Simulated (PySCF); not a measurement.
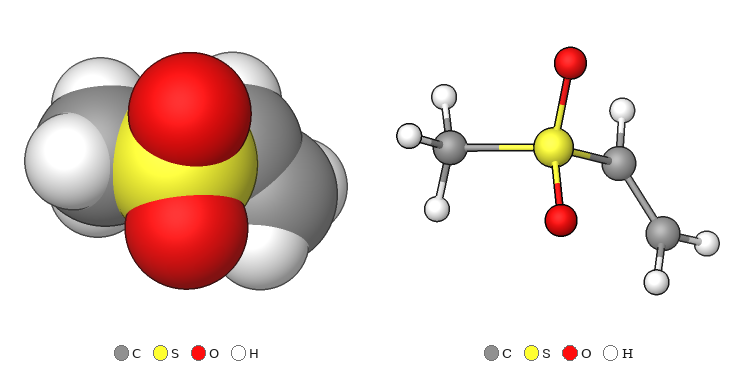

Both panels show the same species.

The geometry was computed by an optimisation with PBE0-D3(BJ)/def2-SVP. No frequency run is at hand to confirm it as a minimum.

Describe the molecule.

Formula C3H6O2S. Its SMILES string is `C=CS(C)(=O)=O`. It has no ring. Among its groups: alkene, sulfone. The point group is C1. Coordination: 2 C trigonal planar; 1 S tetrahedral; 1 C tetrahedral.

More results for the same structure follow; atom numbers are the same in all pictures, views and colours differ.

### Levels of theory compared

No frequency run is at hand to confirm it as a minimum. Program: PySCF 2.14.0.

At this fixed geometry, give HOMO–LUMO gap (eV), HOMO energy (eV), dipole (D) at these levels: B3LYP/def2-SVPD; B3LYP/def2-SVPD in chloroform (IEF-PCM); BHandHLYP/aug-pcX-1 (pcseg-1 on H) (def2-SVPD on S); PBE0/pcSseg-1 in chloroform (IEF-PCM); WP04/pcSseg-1 in chloroform (IEF-PCM); ωB97X-D/pcSseg-1 in chloroform (IEF-PCM).

```json
{"level": "B3LYP/def2-SVPD", "HOMO–LUMO gap (eV)": "6.65", "HOMO energy (eV)": "−8.23", "dipole (D)": "4.70"}
{"level": "B3LYP/def2-SVPD in chloroform (IEF-PCM)", "HOMO–LUMO gap (eV)": "6.93", "HOMO energy (eV)": "−8.27", "dipole (D)": "5.76"}
{"level": "BHandHLYP/aug-pcX-1 (pcseg-1 on H) (def2-SVPD on S)", "HOMO–LUMO gap (eV)": "9.47", "HOMO energy (eV)": "−9.78", "dipole (D)": "4.87"}
{"level": "PBE0/pcSseg-1 in chloroform (IEF-PCM)", "HOMO–LUMO gap (eV)": "7.38", "HOMO energy (eV)": "−8.39", "dipole (D)": "5.45"}
{"level": "WP04/pcSseg-1 in chloroform (IEF-PCM)", "HOMO–LUMO gap (eV)": "6.38", "HOMO energy (eV)": "−9.53", "dipole (D)": "5.62"}
{"level": "ωB97X-D/pcSseg-1 in chloroform (IEF-PCM)", "HOMO–LUMO gap (eV)": "11.10", "HOMO energy (eV)": "−10.29", "dipole (D)": "5.57"}
```

### Polarisability

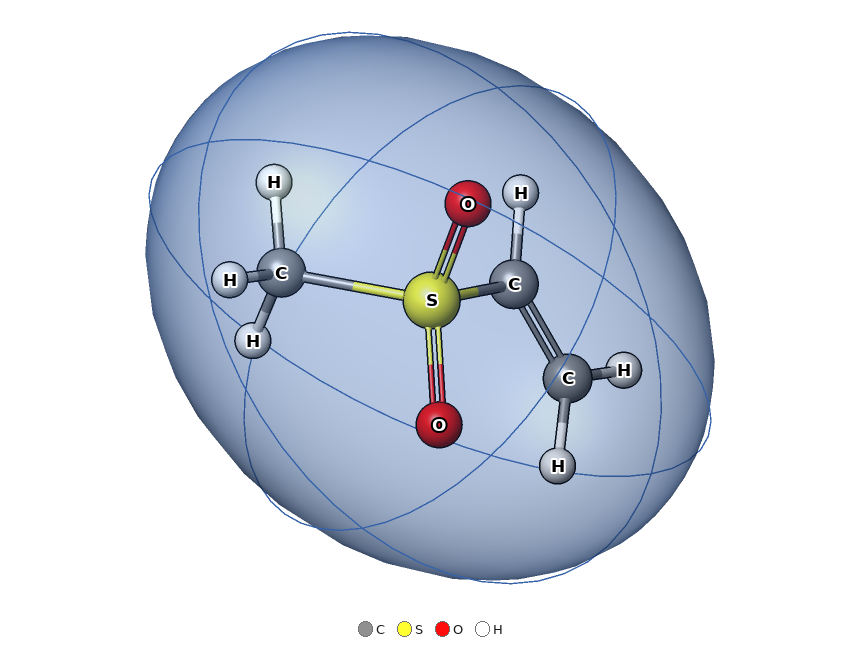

The ellipsoid shows the static dipole polarisability: its half-axes are proportional to the principal values. No frequency run is at hand to confirm it as a minimum. Level of theory: B3LYP/def2-SVPD (PySCF 2.14.0).

**How large and how anisotropic is the polarisability?**

Principal values 56.8, 59.4, 79.1 bohr³; mean 65.1 bohr³ (9.65 Å³); anisotropy 21.1 bohr³, so the longest axis is 1.39 times the shortest.

### Quadrupole coupling

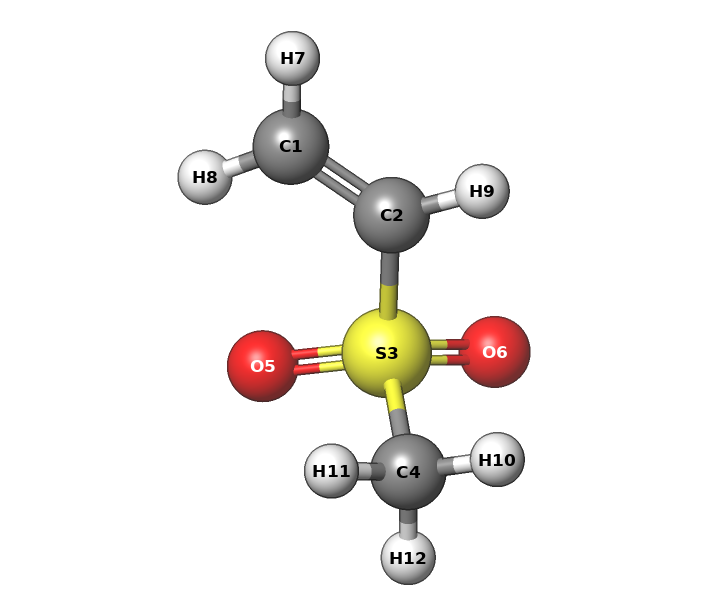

No frequency run is at hand to confirm it as a minimum. Electric field gradients from the ground-state density, PBE0/pcSseg-1 in chloroform (IEF-PCM) (PySCF 2.14.0), non-relativistic apart from any core potentials.

Give the largest field-gradient component, the quadrupole coupling constant and the asymmetry for 33S at S3 (Q = −67.81 mb), 17O at O5 (Q = −25.6 mb), 17O at O6 (Q = −25.6 mb).

```json
{"atom": "S3", "V_zz (a.u.)": "−0.122", "e²qQ/h (MHz)": "1.95", "η": "0.97"}
{"atom": "O5", "V_zz (a.u.)": "1.473", "e²qQ/h (MHz)": "−8.86", "η": "0.14"}
{"atom": "O6", "V_zz (a.u.)": "1.474", "e²qQ/h (MHz)": "−8.87", "η": "0.16"}
```

### Excitation

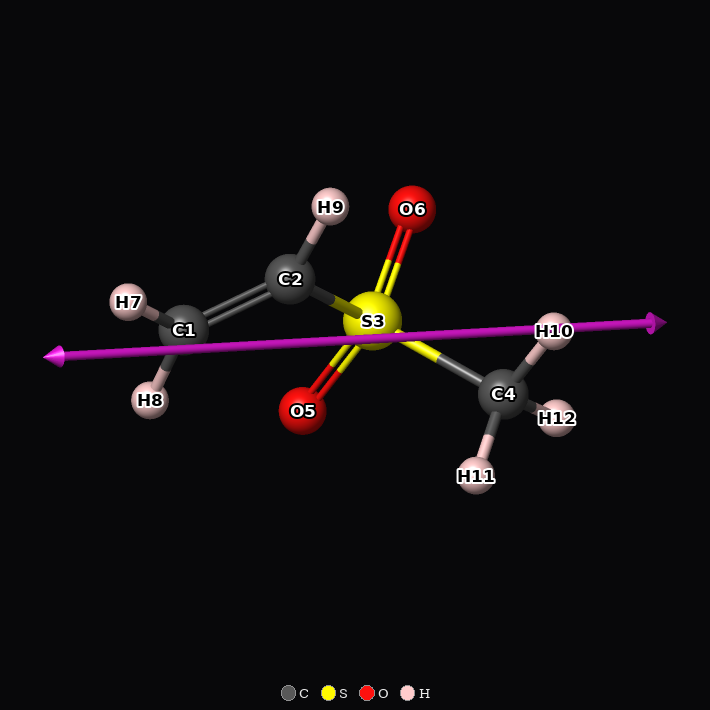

The double arrow shows the direction of the transition dipole to excited singlet state 5 (its length means nothing). No frequency run is at hand to confirm it as a minimum. Level of theory: TDDFT B3LYP/def2-SVPD, vertical, gas phase, core orbitals frozen in the response (PySCF 2.14.0).

**How is the transition polarised?**

Close to the long direction C1···C4.

**Give its energy, strength and character.**

7.32 eV (169 nm), oscillator strength 0.15, mainly HOMO → LUMO+1 (weight 0.59); transition dipole 2.29 D.
